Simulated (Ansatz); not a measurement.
All values below come from PBE (plane waves to 420 eV, PAW; Ansatz, an electronic-structure program).

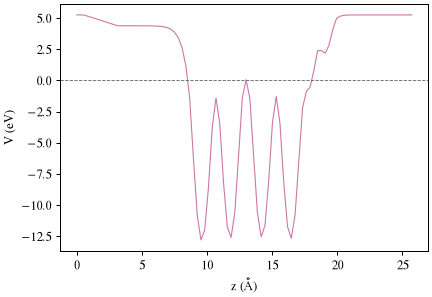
*Plane-averaged electrostatic potential energy along the normal, in eV from the Fermi level, for CO on the 1x1 (0001) surface of hcp Ti, one in a 2x2 cell, started at the site 'bridge Ti-Ti (span 2.9 Å)'*

Slab: 18 atoms, 6.8 Å thick at the start under the adsorbate (thin: gaps and levels are the slab's own); k 6x6x1, smearing 0.1 eV, dipole-corrected; 8 atoms held, the rest relaxed; start symmetry kept, larger cells not searched; no spin, no spin-orbit, no U, no dispersion correction. At the end it is bonded to 3 Ti. In PBE it is, or lies within 0.03 eV of, the lowest of the starts that converged.

The vacuum level lies 5.26 eV above the Fermi level over the top face and 4.39 eV above it under the bottom face.
